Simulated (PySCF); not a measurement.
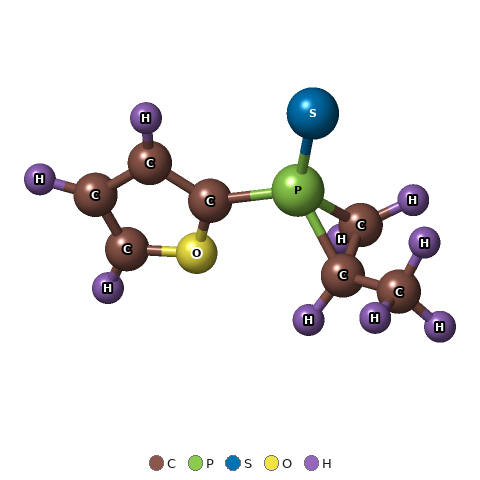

Geometry used (C₇H₉OPS, SMILES C[C@@H]1C[P@@]1(=S)c1ccco1).

Vertical TDDFT excitations, ωB97X-D/def2-SVPD, PySCF 2.14.0, at a PBE0-D3(BJ)/def2-SVP geometry (no frequency check), gas phase.

Where does it absorb, and how strongly?

Answer. The lowest singlet lies at 5.06 eV (245 nm, f = 0.077); the brightest of the first 10 is S4 at 5.69 eV (218 nm), f = 0.398, mainly HOMO−2 → LUMO (95 %). No singlet lies below 3.1 eV (beyond 400 nm), so at this level no vertical transition falls in the visible.


```
state  E (eV)  λ (nm)      f          main character
   S1    5.06     245  0.077      HOMO → LUMO (90 %)
   S2    5.26     236  0.015    HOMO → LUMO+1 (55 %)
   S3    5.37     231  0.006    HOMO−1 → LUMO (74 %)
   S4    5.69     218  0.398    HOMO−2 → LUMO (95 %)
   S5    5.85     212  0.041  HOMO−1 → LUMO+1 (64 %)
   S6    6.35     195  0.000    HOMO → LUMO+2 (18 %)
   S7    6.71     185  0.031    HOMO → LUMO+5 (37 %)
   S8    6.75     184  0.004    HOMO−3 → LUMO (62 %)
   S9    6.94     179  0.022  HOMO−2 → LUMO+1 (55 %)
  S10    6.97     178  0.021   HOMO → LUMO+10 (18 %)
```

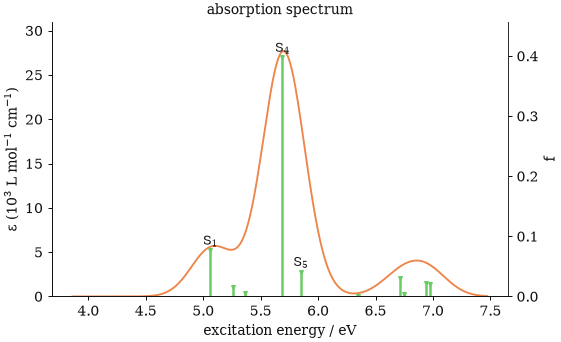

Only the first 10 singlet excitations are included; each is broadened by a Gaussian of 1/e half-width 0.25 eV. Sticks give oscillator strengths (right axis).

Note: one conformer of a flexible molecule; core orbitals are frozen in the response.
